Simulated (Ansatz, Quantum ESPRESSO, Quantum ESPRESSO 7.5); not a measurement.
# Mo(100), 5 layers, one monolayer of Ga on top sites: vacuum level and surface dipole

Wanted: work functions and the surface dipole of Mo(100), 5 layers, one monolayer of Ga on top sites at several levels, with their cost.

Main program and level: Quantum ESPRESSO 7.5; plane-wave DFT, PBE, GBRV ultrasoft pseudopotentials (geometry and cross-check by Ansatz 0.2.0 with PAW datasets; geometry under PBE).

## Step 1: The structure

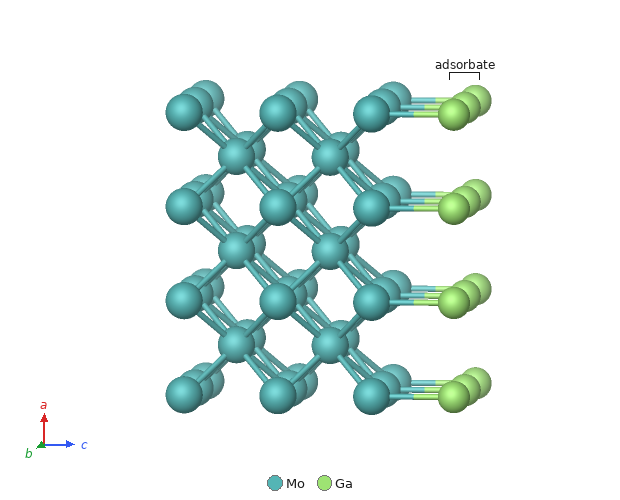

The starting structure, seen from the side, with the c axis across the page (molybdenum teal, gallium green). 3×2×1 cells are drawn. Some periodic images of atoms are drawn too.

The cell holds 6 atoms: 5 Mo and 1 Ga. Its edges and angles: a = 3.150 Å, b = 3.150 Å, c = 25.300 Å, α = 90.0°, β = 90.0°, γ = 90.0°. It derives from Mo. Vacuum lies along c.

## Step 2: Relaxation with Ansatz

The geometry comes first, from a plane-wave PAW code, so that the later runs on this slab share one structure.

Input file input.yaml:

```yaml
crystal:
  lattice:
    - [3.15, 0.0, 0.0]
    - [0.0, 3.15, 0.0]
    - [0.0, 0.0, 25.3]
  atoms:
    - { symbol: Mo, position: [0.0, 0.0, 0.3280632411] }
    - { symbol: Mo, position: [0.5, 0.5, 0.3903162055] }
    - { symbol: Mo, position: [0.0, 0.0, 0.45256917] }
    - { symbol: Mo, position: [0.5, 0.5, 0.5148221344] }
    - { symbol: Mo, position: [0.0, 0.0, 0.5770750988] }
    - { symbol: Ga, position: [0.0, 0.0, 0.6861660079] }
kpoints:
  mp_grid: { grid: [8, 8, 1] }
hamiltonian:
  xc: pbe
scf:
  occupations: { method: fermi_dirac, width: 0.1 }
  convergence: { dr2_threshold: 1.0e-08 }
efield:
  axis: 3
  dipole_correction: true
  ramp_position: 0.97
  ramp_width: 0.04
relax:
  f_tol: 0.01
  constraints: [{ sites: [0, 1, 2] }]
output:
  write_potential: true
  write_density: true
  volumetric_format: npy
```

Started as:

```sh
$ ansatz run input.yaml --threads 4 --pin off --max-ram 8192MiB --backend cpu --events-out ev --progress --plain --runs-dir out
```

Numbers of over 12 decimals in the logs are rounded to 6 here.

The log of the run:

```text
Engine: ansatz 0.2.0, aarch64-unknown-linux-gnu
Pseudopotentials: kind: paw
Pseudopotential: Mo, paw, valence charge 14, recommended cutoff 420 eV (normal), Mo.paw.azcp
Pseudopotential: Ga, paw, valence charge 13, recommended cutoff 420 eV (normal), Ga.paw.azcp
Functional definition: PBE
  parameter kappa = 0.804
  parameter beta = 0.066725
  exchange = pbe_x(kappa = kappa, mu = beta*pi^2/3)
  correlation = pbe_c(beta = beta)
Crystal: 6 atoms, lattice volume = 251.039 Å³
Basis set: ecut = 420 eV, 4957 PW (Γ), exchange–correlation on 48×48×360 points (8 copies of the dense FFT grid, shifted against one another)
Bands: 50, of which v1, the nominal top of the filled ones, is band 42 counted from 1 (41 counted from 0)
Symmetry: 8 space group operations
Space group: P4mm (ITA 99), of the structure as read, at distance tolerance 6.3e-5 Å
k-points: 15 of 64
Non-local potential: Mo, projectors of the file, l = 0: 3, l = 1: 2, l = 2: 2, l = 3: 1
Non-local potential: Ga, projectors of the file, l = 0: 2, l = 1: 2, l = 2: 3, l = 3: 1
PAW form: soft (Blöchl's): semilocal exchange-correlation on the pseudo side does not see the compensation charge
PAW one-centre angular grid: Mo, 590 points (default); XC on 64 Gauss nodes
PAW one-centre angular grid: Ga, 590 points (default); XC on 64 Gauss nodes
Initial density: superposition of atomic densities (neutral atoms: chi_scale 0, normalization atom), corrected by the library's trained network
Initial wavefunctions: pseudopotential atomic-orbital guess
Functional: x = pbe(κ = 0.804, μ = 0.219515), c = pbe(β = 0.066725)
SCF iter   1: F=—  HF=-28559.113104 eV  |F-HF|=—  |Δ(HF+E_count)|=         —  Δρ=8.45e-3  dr2=2.50e0  ethr=1.77e-3  p=-0.026 e·Å  D=-1.89e-2 V/Å  ΔV_dip=0.48 eV  dr2_dipole=1.31e0  V_vac-E_F(+/−)=4.43/3.95 eV  ⟨swp⟩=8.3  Hψ=3212  notcnv=0
efield: sawtooth ramp at fractional position 0.9700 (set: `efield.ramp_position`, or a place that a band, a saddle search or an elastic batch's reference lends), width 0.0400; the density the first Hamiltonian is built on has a dipole p = -0.026 e·Å; the dipole correction subtracts the counter field D = -1.89e-2 V/Å, which shifts the + side's vacuum level by +0.48 eV against the − side's; the planar-averaged density in the ramp window peaks in size at 1.4e-5 e/Å³
preconditioner: auto → LDOS  [metal: Δε(μ)=0.055 eV  Ē_g=6.550 eV  σ=0.100 eV  W_gap=0.14  n_scr=54 (ndim 8)  ℏωp=15.4 eV  f_vac=0.501  D(μ)=6.65/eV (n_scr^D=44)  β→1.0]
SCF iter   2: F=—  HF=-28559.073245 eV  |F-HF|=—  |Δ(HF+E_count)|=   3.99e-2  Δρ=4.44e-3  dr2=1.19e-1  ethr=1.77e-3  p=-0.018 e·Å  D=-1.31e-2 V/Å  ΔV_dip=0.33 eV  dr2_dipole=1.02e-2  V_vac-E_F(+/−)=4.28/3.95 eV  ⟨swp⟩=2.1  Hψ=938  notcnv=0
SCF iter   3: F=—  HF=-28559.065228 eV  |F-HF|=—  |Δ(HF+E_count)|=   8.02e-3  Δρ=2.24e-3  dr2=3.04e-2  ethr=1.43e-4  p=-0.019 e·Å  D=-1.36e-2 V/Å  ΔV_dip=0.34 eV  dr2_dipole=2.10e-3  V_vac-E_F(+/−)=4.30/3.95 eV  ⟨swp⟩=2.3  Hψ=1142  notcnv=0
SCF iter   4: F=—  HF=-28559.062720 eV  |F-HF|=—  |Δ(HF+E_count)|=   2.51e-3  Δρ=2.75e-4  dr2=6.30e-4  ethr=3.66e-5  p=-0.019 e·Å  D=-1.35e-2 V/Å  ΔV_dip=0.34 eV  dr2_dipole=2.47e-4  V_vac-E_F(+/−)=4.29/3.95 eV  ⟨swp⟩=2.3  Hψ=963  notcnv=0
SCF iter   5: F=—  HF=-28559.062696 eV  |F-HF|=—  |Δ(HF+E_count)|=   2.39e-5  Δρ=8.58e-5  dr2=2.25e-5  ethr=7.59e-7  p=-0.019 e·Å  D=-1.34e-2 V/Å  ΔV_dip=0.34 eV  dr2_dipole=2.67e-6  V_vac-E_F(+/−)=4.29/3.95 eV  ⟨swp⟩=2.4  Hψ=1043  notcnv=0
SCF iter   6: F=—  HF=-28559.062725 eV  |F-HF|=—  |Δ(HF+E_count)|=   2.94e-5  Δρ=3.02e-5  dr2=5.02e-6  ethr=2.71e-8  p=-0.018 e·Å  D=-1.32e-2 V/Å  ΔV_dip=0.34 eV  dr2_dipole=6.41e-8  V_vac-E_F(+/−)=4.28/3.95 eV  ⟨swp⟩=2.5  Hψ=1270  notcnv=0
SCF iter   7: F=—  HF=-28559.062823 eV  |F-HF|=—  |Δ(HF+E_count)|=   9.75e-5  Δρ=9.20e-6  dr2=5.49e-7  ethr=6.05e-9  p=-0.018 e·Å  D=-1.32e-2 V/Å  ΔV_dip=0.33 eV  dr2_dipole=1.60e-7  V_vac-E_F(+/−)=4.28/3.95 eV  ⟨swp⟩=2.1  Hψ=1144  notcnv=0
SCF iter   8: F=—  HF=-28559.062823 eV  |F-HF|=—  |Δ(HF+E_count)|=   1.53e-7  Δρ=3.18e-6  dr2=6.45e-8  ethr=6.61e-10  p=-0.018 e·Å  D=-1.31e-2 V/Å  ΔV_dip=0.33 eV  dr2_dipole=1.29e-8  V_vac-E_F(+/−)=4.28/3.95 eV  ⟨swp⟩=2.3  Hψ=1080  notcnv=0
SCF iter   9: F=—  HF=-28559.062823 eV  |F-HF|=—  |Δ(HF+E_count)|=   5.88e-8  Δρ=1.46e-6  dr2=1.67e-8  ethr=1.20e-11  p=-0.018 e·Å  D=-1.31e-2 V/Å  ΔV_dip=0.33 eV  dr2_dipole=1.46e-10  V_vac-E_F(+/−)=4.28/3.95 eV  ⟨swp⟩=10.8  Hψ=5626  notcnv=0
SCF iter  10: F=-28559.062823 eV  HF=-28559.062823 eV  |F-HF|=7.53e-10  |Δ(HF+E_count)|=   5.72e-9  Δρ=7.38e-7  dr2=2.92e-9  ethr=1.20e-11  p=-0.018 e·Å  D=-1.31e-2 V/Å  ΔV_dip=0.33 eV  dr2_dipole=7.95e-11  V_vac-E_F(+/−)=4.28/3.95 eV  ⟨swp⟩=10.0  Hψ=4986  notcnv=0
SCF 1 converged in 10 iterations: F = -28559.062823 eV  dr2 = 2.92e-9
  greatest PAW one-centre occupation: 0.998 electrons in one spin orbital (limit 2), on the Mo atom at site 0 (counted from 0), in its partial waves of l = 0
relax step   1: F+E_penalty+E_count = -28559.06282294 eV  Δ(F+E_penalty+E_count) = +0.000e0 eV  max|allowed force component| = 9.565e-1 eV/Å  Δτ_max = 0.0000 Å  (10 SCF iters, accepted)
Initial density: handed on by an earlier stage of this run
Initial wavefunctions: those handed on with the density
iter 1 solved again at ethr=2.74e-3 eV; its pass at ethr=3.10e-3 eV (dr2=2.27e0 eV) is discarded
SCF iter   1: F=—  HF=-28559.193970 eV  |F-HF|=—  |Δ(HF+E_count)|=         —  Δρ=1.03e-2  dr2=2.33e0  ethr=2.74e-3  p=-0.018 e·Å  D=-1.31e-2 V/Å  ΔV_dip=0.33 eV  dr2_dipole=5.29e-1  V_vac-E_F(+/−)=4.33/4.00 eV  ⟨swp⟩=1.0  Hψ=2712  notcnv=0
efield: sawtooth ramp at fractional position 0.9700 (set: `efield.ramp_position`, or a place that a band, a saddle search or an elastic batch's reference lends), width 0.0400; the density the first Hamiltonian is built on has a dipole p = -0.018 e·Å; the dipole correction subtracts the counter field D = -1.31e-2 V/Å, which shifts the + side's vacuum level by +0.33 eV against the − side's; the planar-averaged density in the ramp window peaks in size at 6.1e-6 e/Å³
preconditioner: auto → LDOS  [metal: Δε(μ)=0.018 eV  Ē_g=6.639 eV  σ=0.100 eV  W_gap=0.04  n_scr=54 (ndim 8)  ℏωp=15.4 eV  f_vac=0.510  D(μ)=6.82/eV (n_scr^D=44)  β→1.0]
SCF iter   2: F=—  HF=-28559.138658 eV  |F-HF|=—  |Δ(HF+E_count)|=   5.53e-2  Δρ=2.57e-3  dr2=3.59e-2  ethr=2.74e-3  p=-0.020 e·Å  D=-1.44e-2 V/Å  ΔV_dip=0.36 eV  dr2_dipole=1.93e-4  V_vac-E_F(+/−)=4.32/3.95 eV  ⟨swp⟩=2.0  Hψ=812  notcnv=0
[...]
SCF iter   6: F=—  HF=-28559.166198 eV  |F-HF|=—  |Δ(HF+E_count)|=   5.92e-6  Δρ=1.76e-5  dr2=1.35e-6  ethr=1.39e-8  p=-0.018 e·Å  D=-1.31e-2 V/Å  ΔV_dip=0.33 eV  dr2_dipole=3.08e-8  V_vac-E_F(+/−)=4.29/3.96 eV  ⟨swp⟩=2.1  Hψ=1095  notcnv=0
SCF iter   7: F=—  HF=-28559.166291 eV  |F-HF|=—  |Δ(HF+E_count)|=   9.24e-5  Δρ=6.46e-6  dr2=2.40e-7  ethr=1.62e-9  p=-0.018 e·Å  D=-1.31e-2 V/Å  ΔV_dip=0.33 eV  dr2_dipole=4.13e-8  V_vac-E_F(+/−)=4.29/3.95 eV  ⟨swp⟩=2.6  Hψ=1155  notcnv=0
SCF iter   8: F=—  HF=-28559.166291 eV  |F-HF|=—  |Δ(HF+E_count)|=   2.56e-8  Δρ=2.90e-6  dr2=4.96e-8  ethr=2.89e-10  p=-0.018 e·Å  D=-1.31e-2 V/Å  ΔV_dip=0.33 eV  dr2_dipole=5.59e-9  V_vac-E_F(+/−)=4.29/3.95 eV  ⟨swp⟩=2.3  Hψ=1084  notcnv=0
SCF iter   9: F=—  HF=-28559.166291 eV  |F-HF|=—  |Δ(HF+E_count)|=   4.13e-8  Δρ=1.43e-6  dr2=1.73e-8  ethr=5.98e-11  p=-0.018 e·Å  D=-1.31e-2 V/Å  ΔV_dip=0.33 eV  dr2_dipole=5.66e-9  V_vac-E_F(+/−)=4.29/3.95 eV  ⟨swp⟩=2.0  Hψ=1124  notcnv=0
SCF iter  10: F=-28559.166291 eV  HF=-28559.166291 eV  |F-HF|=4.95e-10  |Δ(HF+E_count)|=  8.51e-10  Δρ=4.00e-7  dr2=1.38e-9  ethr=1.20e-11  p=-0.018 e·Å  D=-1.31e-2 V/Å  ΔV_dip=0.33 eV  dr2_dipole=4.13e-11  V_vac-E_F(+/−)=4.29/3.95 eV  ⟨swp⟩=10.1  Hψ=5101  notcnv=0
SCF 3 converged in 10 iterations: F = -28559.166291 eV  dr2 = 1.38e-9
relax step   3: F+E_penalty+E_count = -28559.16629082 eV  Δ(F+E_penalty+E_count) = -3.187e-2 eV  max|allowed force component| = 1.208e-1 eV/Å  Δτ_max = 0.0524 Å  (10 SCF iters, accepted)
[...]
relax step   4: F+E_penalty+E_count = -28559.16674786 eV  Δ(F+E_penalty+E_count) = -4.570e-4 eV  max|allowed force component| = 5.940e-2 eV/Å  Δτ_max = 0.0206 Å  (8 SCF iters, accepted)
SCF iter   1: F=—  HF=-28559.167161 eV  |F-HF|=—  |Δ(HF+E_count)|=         —  Δρ=6.68e-4  dr2=6.56e-3  ethr=1.31e-4  p=-0.019 e·Å  D=-1.34e-2 V/Å  ΔV_dip=0.34 eV  dr2_dipole=1.78e-3  V_vac-E_F(+/−)=4.29/3.95 eV  ⟨swp⟩=1.6  Hψ=1043  notcnv=0
efield: sawtooth ramp at fractional position 0.9700 (set: `efield.ramp_position`, or a place that a band, a saddle search or an elastic batch's reference lends), width 0.0400; the density the first Hamiltonian is built on has a dipole p = -0.019 e·Å; the dipole correction subtracts the counter field D = -1.34e-2 V/Å, which shifts the + side's vacuum level by +0.34 eV against the − side's; the planar-averaged density in the ramp window peaks in size at 6.1e-6 e/Å³
preconditioner: auto → LDOS  [metal: Δε(μ)=0.046 eV  Ē_g=6.623 eV  σ=0.100 eV  W_gap=0.11  n_scr=54 (ndim 8)  ℏωp=15.4 eV  f_vac=0.512  D(μ)=6.77/eV (n_scr^D=44)  β→1.0]
SCF iter   2: F=—  HF=-28559.167015 eV  |F-HF|=—  |Δ(HF+E_count)|=   1.46e-4  Δρ=2.86e-4  dr2=5.31e-4  ethr=7.90e-6  p=-0.018 e·Å  D=-1.33e-2 V/Å  ΔV_dip=0.34 eV  dr2_dipole=1.04e-4  V_vac-E_F(+/−)=4.29/3.96 eV  ⟨swp⟩=1.3  Hψ=874  notcnv=0
SCF iter   3: F=—  HF=-28559.166997 eV  |F-HF|=—  |Δ(HF+E_count)|=   1.85e-5  Δρ=2.38e-4  dr2=2.86e-4  ethr=6.39e-7  p=-0.018 e·Å  D=-1.33e-2 V/Å  ΔV_dip=0.34 eV  dr2_dipole=6.28e-6  V_vac-E_F(+/−)=4.29/3.96 eV  ⟨swp⟩=2.8  Hψ=1230  notcnv=0
SCF iter   4: F=—  HF=-28559.166969 eV  |F-HF|=—  |Δ(HF+E_count)|=   2.80e-5  Δρ=2.69e-5  dr2=2.84e-6  ethr=3.45e-7  p=-0.018 e·Å  D=-1.33e-2 V/Å  ΔV_dip=0.34 eV  dr2_dipole=3.92e-8  V_vac-E_F(+/−)=4.29/3.96 eV  ⟨swp⟩=2.0  Hψ=972  notcnv=0
SCF iter   5: F=—  HF=-28559.167062 eV  |F-HF|=—  |Δ(HF+E_count)|=   9.28e-5  Δρ=6.88e-6  dr2=2.55e-7  ethr=3.42e-9  p=-0.018 e·Å  D=-1.33e-2 V/Å  ΔV_dip=0.34 eV  dr2_dipole=8.05e-9  V_vac-E_F(+/−)=4.29/3.96 eV  ⟨swp⟩=3.1  Hψ=1272  notcnv=0
SCF iter   6: F=—  HF=-28559.167062 eV  |F-HF|=—  |Δ(HF+E_count)|=   1.33e-7  Δρ=2.48e-6  dr2=2.37e-8  ethr=3.08e-10  p=-0.018 e·Å  D=-1.33e-2 V/Å  ΔV_dip=0.34 eV  dr2_dipole=1.08e-9  V_vac-E_F(+/−)=4.29/3.96 eV  ⟨swp⟩=2.1  Hψ=1021  notcnv=0
SCF iter   7: F=-28559.167062 eV  HF=-28559.167062 eV  |F-HF|=2.87e-9  |Δ(HF+E_count)|=   2.95e-8  Δρ=1.01e-6  dr2=6.99e-9  ethr=1.20e-11  p=-0.018 e·Å  D=-1.33e-2 V/Å  ΔV_dip=0.34 eV  dr2_dipole=3.85e-9  V_vac-E_F(+/−)=4.29/3.96 eV  ⟨swp⟩=10.0  Hψ=5294  notcnv=0
SCF 5 converged in 7 iterations: F = -28559.167062 eV  dr2 = 6.99e-9
relax step   5: F+E_penalty+E_count = -28559.16706194 eV  Δ(F+E_penalty+E_count) = -3.141e-4 eV  max|allowed force component| = 1.387e-3 eV/Å  Δτ_max = 0.0091 Å  (7 SCF iters, accepted)
NSCF: frozen V_eff on 15 k-points
the band table was solved once a step of the walk had ended and its energy, with any forces and stress, was formed, with the checks that follow a solve (3210 applications of the Hamiltonian). They found nothing against the state; the energy, forces and stress were not computed again (output.eigenvalues in the input reference)
WARN: The output density's exchange-correlation potential varies sharply where the density is thin. Do not read a vacuum level from v_tot or v_xc, or from such a field of the output density. On a cell that repeats whose density bears no net charge and no dipole along the vacuum's axis use v_es (v_loc + v_h of the components); under efield.dipole_correction with no amplitude use v_es + v_field, which holds any externa [...]
SCF converged after 7 iterations
Free energy (F): -28559.167062 eV
Harris-Foulkes:  -28559.167062 eV  (|F-HF|=2.87e-9)
Internal energy: -28558.948648 eV  (E = F + TS)
E sigma→0 (E₀):  -28559.057855 eV
Entropy (-TS):   -0.218413 eV (-36.402 meV/atom)
Fermi energy:    4.796977 eV
Dipole field:    D = -0.013376 V/Å  (p = -0.018556 e·Å, saw-weighted, corrected)
Work function:   Φ+ = 4.2926 eV   Φ− = 3.9542 eV
Levels:          The Fermi level and band energies are counted from a zero that moves with the ramp; work functions are not
--- Per-component energies (eV) ---
  E_band       = -1490.987705
  E_kinetic    = 2310.353150
  E_local      = -102600.041285  (includes V_loc(G=0)·N_el)
  E_nonlocal   = 1138.686284
  E_hartree    = 49989.207113
  E_xc         = -980.477324
  E_vxc        = -1194.373204  (∫ρ·V_xc dr)
  E_paw        = -17991.112994  (= ΣΔE_a)
  E_vpaw       = -1123.949421  (= ΣTr[D̂ρ^β])
  E_aug_tail   = 0.000101  (compensation charges beyond the density's cutoff)
  E_efield     = 0.000124  (sawtooth field / dipole correction)
  E_vefield    = -0.075028  (∫n·V_field dr)
  E_ewald      = 39574.436183
  E_smearing   = -0.218413  (= −TS)
  E_closure    = -0.000000  (closes the sum)
  Σ components = -28559.167062   (vs F -28559.167062, Δ=0.00e0)
--- Forces (eV/Å), atoms counted from 1 ---
  atom   1  Mo     0.00000000    -0.00000000     1.23337347
  atom   2  Mo    -0.00000000     0.00000000    -1.03477836
  atom   3  Mo    -0.00000000     0.00000000    -0.20029631
  atom   4  Mo     0.00000000    -0.00000000     0.00138655
  atom   5  Mo    -0.00000000    -0.00000000    -0.00085680
  atom   6  Ga     0.00000000    -0.00000000     0.00117273
  max |Σ_I F_I| component: 1.27e-6 eV/Å
--- Band table (eV; the first three rows and the last of 15) ---
  k-point 0: bands = [... 38 lower, 4.0093, 4.0093, 4.5821, 4.6671, 4.7217, 4.7506, 4.7506, 6.0168, ... 4 higher]
  k-point 1: bands = [... 38 lower, 4.0829, 4.1377, 4.2156, 4.5084, 4.8839, 5.3692, 5.4020, 5.4304, ... 4 higher]
  k-point 2: bands = [... 38 lower, 3.8209, 3.9238, 4.0120, 4.8376, 5.2532, 5.4327, 5.5403, 5.6707, ... 4 higher]
  k-point 14: bands = [... 38 lower, 4.0255, 5.3195, 5.3195, 6.2558, 6.3316, 6.8272, 6.8400, 7.0095, ... 4 higher]
--- Relaxed structure (5 steps of the walk, 5 accepted, 0 SCFs on fresh bases) ---
  F+E_penalty+E_count = -28559.16706194 eV   max|allowed force component| = 1.387e-3 eV/Å
  atoms:
    - { symbol: Mo, position: [0.0, 0.0, 0.3280632411] }
    - { symbol: Mo, position: [0.500000, 0.500000, 0.3903162055] }
    - { symbol: Mo, position: [0.0, 0.0, 0.452569] }
    - { symbol: Mo, position: [0.500000, 0.500000, 0.516269] }
    - { symbol: Mo, position: [-5.602936578616561e-18, 0, 0.573485] }
    - { symbol: Ga, position: [-1.4696792758985265e-17, 0, 0.676748] }
```

Run time: 25 s. Hardware: 4 threads of Arm Neoverse V1, shared host; peak memory 0.67 GiB; 94 s of CPU time.

Step by step:

```
step  energy less that of the first step (eV)  largest force component (eV/Å)
   1                                   0.0000                          0.9565
   2                                  -0.0716                          0.7907
   3                                  -0.1035                          0.1208
   4                                  -0.1039                          0.0594
   5                                  -0.1042                          0.0014
```

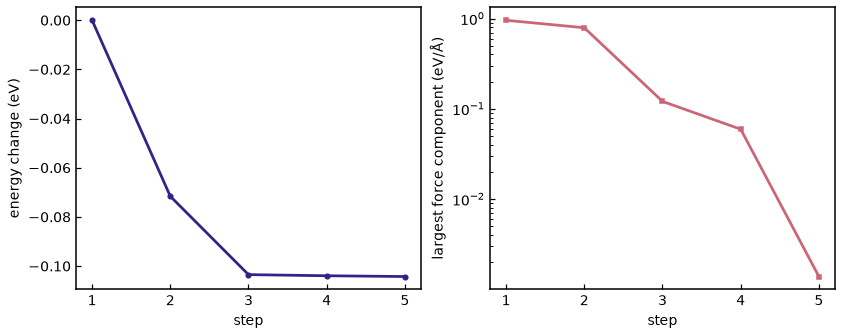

Energy and largest force along the relaxation.

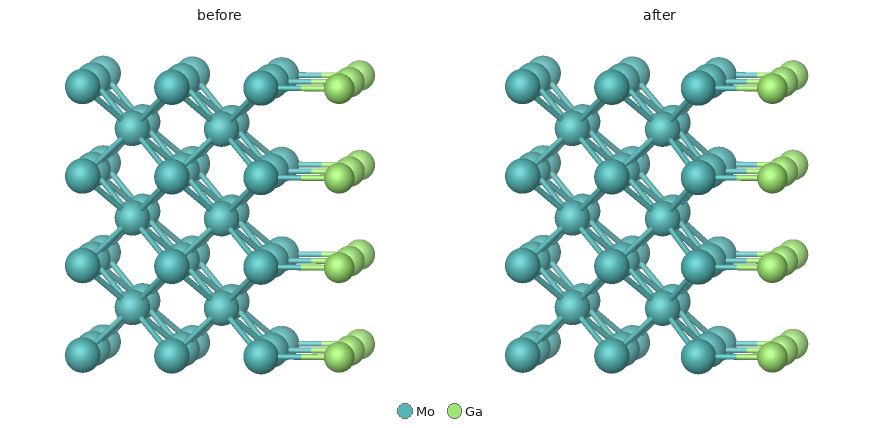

The structure before and after the relaxation, drawn at the same scale.

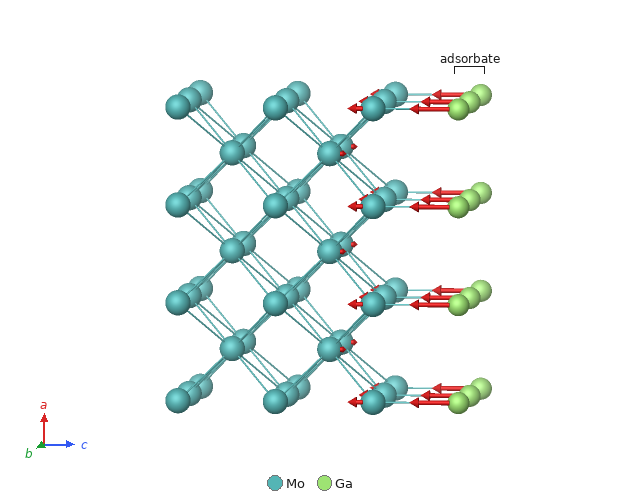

Displacements in the relaxation, exaggerated; the longest in the cell stands for 0.24 Å. 3×2×1 cells are drawn. Some periodic images of atoms are drawn too.

The atoms that moved most (Å):

```
atom     dx     dy      dz  length
 Ga6  0.000  0.000  -0.238   0.238
 Mo5  0.000  0.000  -0.091   0.091
 Mo4  0.000  0.000   0.037   0.037
```

The relaxation lowers the energy by 17 meV an atom. Held were the atoms numbered 1, 2 and 3; the forces quoted are those on the free ones.

This step gave:

| Quantity | Value |
| --- | --- |
| free energy | -28559.1671 eV |
| energy at zero smearing | -28559.0579 eV |
| smearing term TS | 0.2184 eV |
| Fermi energy | 4.797 eV |
| symmetry operations | 8 |
| work function of the upper face | 4.293 eV |
| work function of the lower face | 3.954 eV |
| dipole along the normal | -0.01856 e·Å |

(Continued in part 2 of 6.)

[Logs are printed without paths, hosts, clocks, repeated set-up lines and the standing remarks that a program may print on its own settings, such as how far it seeks lower states.]

[Hosts, paths, dates, database ids (printed as entryN), source tags and the programs' standing remarks are cut or masked in the printed files.]

[Maps of the electrostatic potential energy from Ansatz leave out the sawtooth potential of an applied field or a dipole correction, so their vacuum need not be flat; planar profiles and work functions include it.]
